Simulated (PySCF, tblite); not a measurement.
# C₄H₁₁BO₂Si₂: geometry, infrared bands and NMR shifts

Aim: predict the infrared bands and NMR shifts of C₄H₁₁BO₂Si₂ (`[SiH3]CB1OCOC=C1[SiH3]`).

The runs use tblite 0.8.0 and PySCF 2.14.0, with density-fitted response routines of our own; the level of theory stands in each step. All values are computed, except where a source is named. Atoms count from 0, in the outputs and in this text.

### Step 1. Starting geometry

20 atoms, charge 0, multiplicity 1; geometry from: force field or distance geometry start.

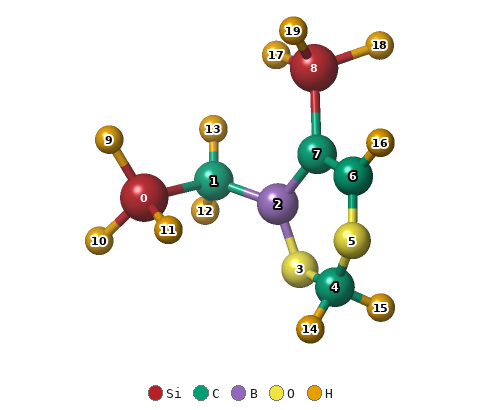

The starting geometry (silicon red, carbon teal, boron purple, oxygen yellow, hydrogen amber), atoms numbered; sticks join atoms by distance.

### Step 2. Relaxing the molecule with GFN2-xTB

What the job is given:

```
{"job": {"kind": "relax", "xc": "GFN2-xTB", "basis": "xTB"}, "charge": 0, "multiplicity": 1}
Si     2.655500    -0.448200     0.056000
C      1.167800    -0.689300    -1.106500
B      0.006300     0.310700    -0.697400
O     -0.044200     1.716700    -1.058100
C     -0.658700     2.552900    -0.170700
O     -1.300100     1.992600     0.930900
C     -1.704100     0.692400     1.074400
C     -1.096400    -0.209900     0.296100
Si    -1.549100    -2.006600     0.380600
H      3.006800    -1.691000     0.745900
H      3.832300    -0.038300    -0.701300
H      2.345800     0.637300     0.993300
H      1.531700    -0.388900    -2.078200
H      0.865300    -1.745900    -1.009300
H      0.083500     3.356500     0.096900
H     -1.455800     3.112900    -0.728500
H     -2.464100     0.355300     1.773400
H     -0.850100    -2.798300    -0.620200
H     -3.004600    -2.155600     0.080300
H     -1.372900    -2.544400     1.739500
```

Started as:

```sh
$ OMP_NUM_THREADS=1 python probes_run.py task.json out
```

The driver reads the jobs from task.json and runs them one after another.

**Question.** This job is followed by: GFN2-xTB harmonic vibrations, gas phase; GIAO PBE0/pcSseg-1 NMR shielding, non-relativistic, gas phase. What will the session give for the following? strongest single infrared mode (GFN2-xTB); zero-point energy (GFN2-xTB); 13C shifts against TMS (PBE0/pcSseg-1); 1H shifts against TMS (PBE0/pcSseg-1, means over atoms taken as alike); 29Si shifts against TMS (PBE0/pcSseg-1); 11B shifts against BF3·OEt2 (PBE0/pcSseg-1); 17O shifts against H2O (PBE0/pcSseg-1).

**Answer**, as computed:

| quantity | value |
| --- | --- |
| strongest single infrared mode (GFN2-xTB) | 803 cm⁻¹, 572 km/mol |
| zero-point energy (GFN2-xTB) | 85.6 kcal/mol |
| 13C shifts against TMS (PBE0/pcSseg-1) | 172.6, 105.3, 90.2, 3.5 ppm |
| 1H shifts against TMS (PBE0/pcSseg-1, means over atoms taken as alike) | 7.23, 5.75, 4.22, 3.97, 0.56 ppm |
| 29Si shifts against TMS (PBE0/pcSseg-1) | -73.6, -74.7 ppm |
| 11B shifts against BF3·OEt2 (PBE0/pcSseg-1) | 40.6 ppm |
| 17O shifts against H2O (PBE0/pcSseg-1) | 181.4, 176.2 ppm |

In words: Over 208 steps the energy fell by 0.960 eV; of the close pairs, B2–O3 changed most, 1.452 to 1.361 Å. No mode is imaginary among the 54: a minimum at this level. The strongest single mode, at 803 cm⁻¹, is spread over many atoms; the largest shares are those of H10, H9. Unscaled tight-binding wavenumbers are off by several per cent, some by more. Its intensities can rank the bands wrongly. The most deshielded carbon is C6 (alkene carbon bearing oxygen), at 172.6 ppm: an sp2 carbon further deshielded by the attached heteroatom. The most deshielded hydrogen is H16 (hydrogen on an alkene carbon bearing oxygen), at 7.23 ppm: olefinic region. At PBE0/pcSseg-1: The widest tensor belongs to O3: span 280 ppm, with a paramagnetic part of -236 ppm.
